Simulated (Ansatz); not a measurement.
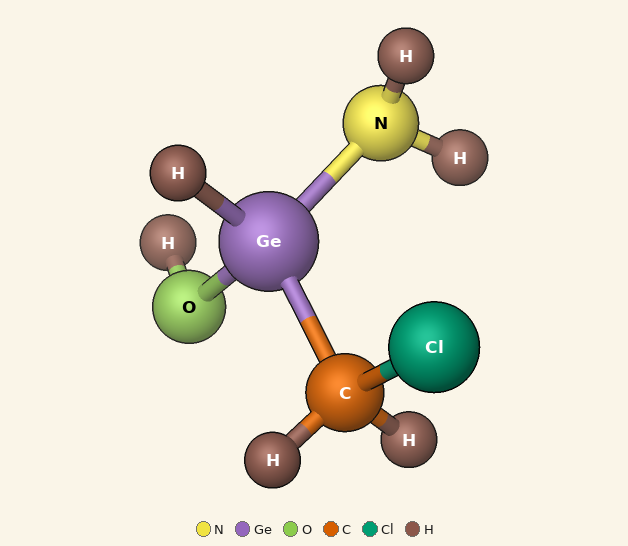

The computed structure is the end point of a PBE0-D4/def2-TZVP optimisation. No frequency run is at hand to confirm it as a minimum. Program: Ansatz 0.2.0.

Compare dipole (D), HOMO energy (eV), HOMO–LUMO gap (eV) at these levels: B3LYP-D4/def2-TZVPP; PBE-D4/def2-TZVPP; r2SCAN-D4/def2-TZVPP; ωB97M-V/def2-TZVPP.

```tsv
level	dipole (D)	HOMO energy (eV)	HOMO–LUMO gap (eV)
B3LYP-D4/def2-TZVPP	1.12	−7.35	7.36
PBE-D4/def2-TZVPP	1.14	−6.17	5.48
r2SCAN-D4/def2-TZVPP	1.17	−6.49	6.14
ωB97M-V/def2-TZVPP	1.12	−9.91	11.95
```
